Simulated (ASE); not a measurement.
Pair distribution function (C-Ti) of TiC (rock salt; ideal stoichiometry), cell Ti32C32, with the crystal as the starting point [in the run: it stayed crystalline; mean temperature 292 K (target 300 K); density 4.82 g/cm³], from MD at 292 K. Method: the machine-learned potential CHGNet 0.3.0 run with ASE. Volume per atom 10.32 Å³, mean pressure -0.1 GPa. 

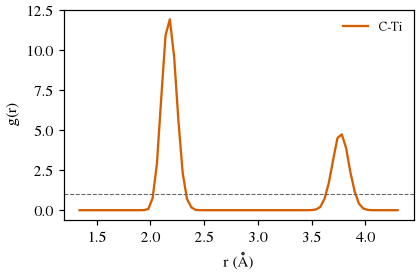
Figure. Pair distribution from the trajectory

Q: From the above, determine the position and height of the first peak of the C-Ti curve, where the first shell ends and the number of neighbours in it.

A: first peak at 2.17 Å with height 12; g is nil from 2.5 to 3.5 Å, so any cut there serves; 6.0 Ti round each C and 6.0 C round each Ti in the shell, from n = 4πρ∫r²g(r)dr.
